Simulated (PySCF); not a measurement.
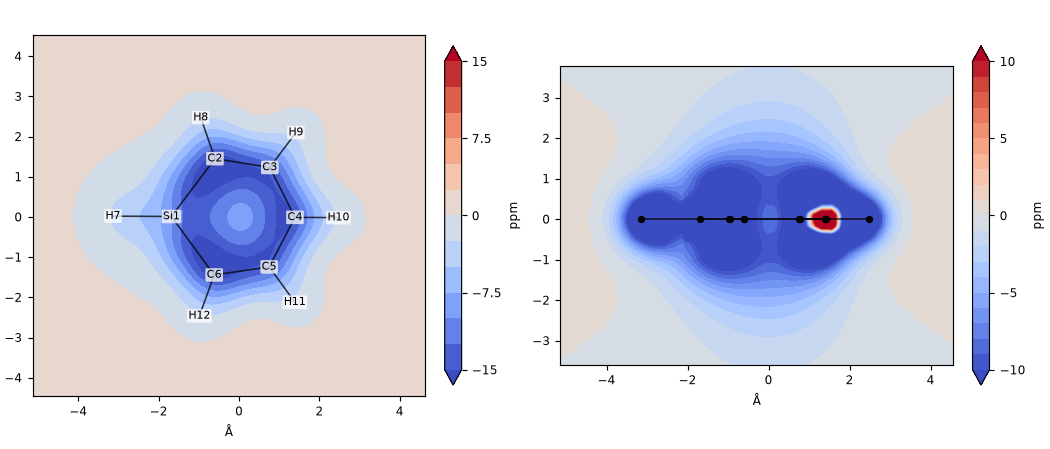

Figure 1: C5H6Si, SMILES `[SiH]1=CC=CC=C1`. Isotropic NICS 1.0 Å above the plane of the 6-membered ring Si1/C2/C3/C4/C5/C6 (left) and isotropic NICS in a plane perpendicular to the same ring (right); GIAO shieldings; atoms are projected onto the map; negative values mean shielding.

Method: B3LYP/def2-SVP; geometry: GFN2-xTB; program: PySCF. No frequency check shows the geometry to be a minimum.

The calculation's input:

```python
import numpy as np
from pyscf import gto, scf, dft
from pyscf.prop import nmr
from pyscf.data import nist

def solve(mol, dm0=None, hcore=None):
    mf = (dft.UKS if mol.spin else dft.RKS)(mol, xc='b3lyp')
    mf.grids.level = 3
    mf.conv_tol, mf.max_cycle = 1e-8, 80
    if hcore is not None:
        mf.get_hcore = lambda *args: hcore
    mf.kernel(dm0)
    if not mf.converged:
        mf = mf.newton().run(mf.mo_coeff, mf.mo_occ, max_cycle=30)
    assert mf.converged, 'SCF not converged'
    return mf

mol = gto.M(atom='''
Si    -1.41858     0.00005     0.00000
C     -0.34430     1.44722     0.00000
C      1.02234     1.23751     0.00000
C      1.65628    -0.00007     0.00000
C      1.02226    -1.23757     0.00000
C     -0.34439    -1.44718     0.00000
H     -2.87330    -0.00012     0.00000
H     -0.70508     2.46671     0.00000
H      1.66634     2.11028     0.00000
H      2.73806    -0.00006     0.00000
H      1.66621    -2.11037     0.00000
H     -0.70524    -2.46665     0.00000
''', basis='def2-svp', charge=0, spin=0, verbose=4)
mf = solve(mol)
vxc = nmr.rks.get_vxc_giao  # smaller grid blocks
nmr.rks.get_vxc_giao = lambda *a, **k: vxc(*a, **{**k, 'max_memory': 300})
calc = nmr.RKS(mf)
calc.cphf = True
nuclei = calc.kernel()
mo1 = calc.mo10
# ring centres and points 1 angstrom above and below them
points = np.array([
    [0.2656, -0.0000, 0.0000],
    [0.2656, -0.0000, 1.0000],
    [0.2656, -0.0000, -1.0000],
]) / nist.BOHR
mol.atom_coord = lambda i, unit='Bohr': points[i]
idx = range(len(points))
sigma = (calc.dia(shielding_nuc=idx) + calc.para(mo10=mo1, shielding_nuc=idx)[0]) * nist.ALPHA**2 * 1e6
for p, t in zip(points, sigma):
    print('NICS at %8.4f %8.4f %8.4f  %8.2f ppm' % (*(p * nist.BOHR), -t.trace() / 3))
occ = mf.mo_coeff[:, mf.mo_occ > 0]
dm1 = np.array([mf.mo_coeff @ (2 * x) @ occ.T for x in mo1])
np.savez('result.npz', sigma=sigma, nuclei=nuclei, dm0=mf.make_rdm1(), dm1=dm1, e=mf.e_tot, eps=mf.mo_energy, occ=mf.mo_occ)
```

Command:

```sh
OMP_NUM_THREADS=1 python input.py
```

The run took 18 s on 1 thread of Intel(R) Xeon(R) 6975P-C (Granite Rapids), with other jobs on the host, peak memory 0.72 GiB.

The script gives the values at the ring points; maps and scans were evaluated afterwards from its response orbitals, outside that time.

Classify the ring and give its NICS values.

It is strongly diatropic (aromatic): NICS(0) = −8.2, NICS(1) = −9.2, NICS(1)zz = −23.7 ppm.
